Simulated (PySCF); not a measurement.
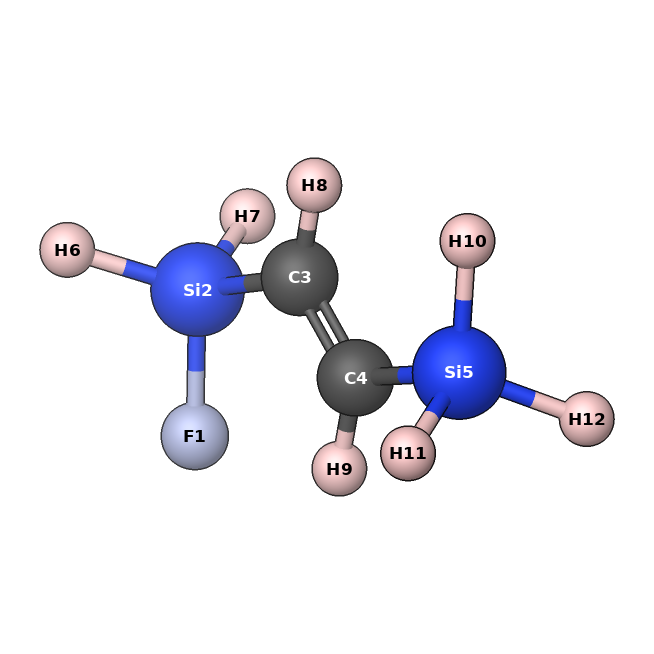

Computed geometry: PBE0-D3(BJ)/def2-SVP optimisation. No frequency run is at hand to confirm it as a minimum. Method: delta-SCF UKS SCAN, def2-TZVP on the ionised atom, pcseg-1 elsewhere, spin-free X2C (PySCF 2.14.0).

Give the core-electron binding energies (to vacuum; p and d levels without spin–orbit splitting) of F1 1s, Si2 1s, Si2 2p, C3 1s, C4 1s, Si5 1s, Si5 2p.

| atom | level | binding energy (eV) |
| --- | --- | --- |
| F1 | 1s | 693.1 |
| Si2 | 1s | 1851.7 |
| Si2 | 2p | 108.4 |
| C3 | 1s | 290.8 |
| C4 | 1s | 290.8 |
| Si5 | 1s | 1850.4 |
| Si5 | 2p | 107.3 |
